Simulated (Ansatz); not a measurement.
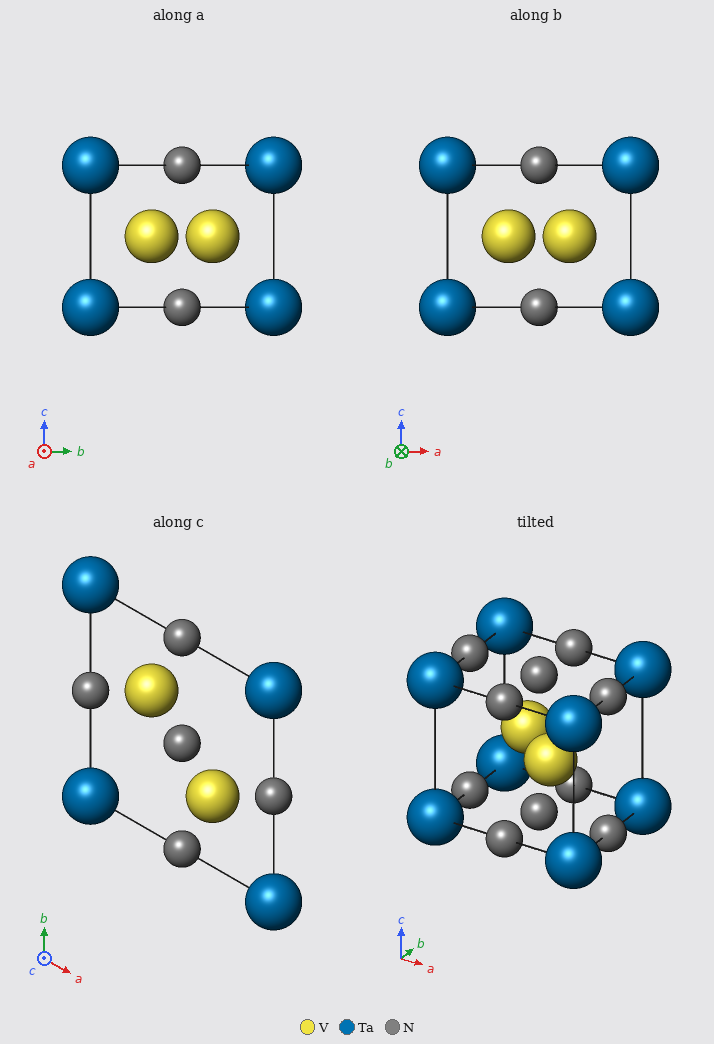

Crystal structure, spheres-only style, seen along the a axis, along the b axis, along the c axis and slightly off an axis. The conventional unit cell is outlined; an atom on or near a face, edge or corner is repeated at each equivalent position.

Lattice parameters: a = 5.4014 Å, b = 5.4014 Å, c = 3.6321 Å, α = 90.000°, β = 90.000°, γ = 120.000°.

### Record the structure as a CIF with its space group and independent sites.

```cif
data_structure
_symmetry_space_group_name_H-M 'P 6/m m m'
_symmetry_Int_Tables_number 191
_cell_length_a 5.4014
_cell_length_b 5.4014
_cell_length_c 3.6321
_cell_angle_alpha 90.000
_cell_angle_beta 90.000
_cell_angle_gamma 120.000
_cell_volume 91.77
loop_
_atom_site_label
_atom_site_type_symbol
_atom_site_symmetry_multiplicity
_atom_site_Wyckoff_symbol
_atom_site_fract_x
_atom_site_fract_y
_atom_site_fract_z
_atom_site_occupancy
V1 V 2 d 0.3333 0.6667 0.5000 1
Ta1 Ta 1 a 0.0000 0.0000 0.0000 1
N1 N 3 f 0.5000 0.0000 0.0000 1
```

Shown is a generated cell, made by putting these elements into a known structure type (the compound may or may not exist in this form), as it stood before any relaxation. It was the input of a calculation with Ansatz.

At this level of theory the cell isn't at rest (stretched, at -39 GPa), so its distances can differ from those at equilibrium, the more so the softer the solid.
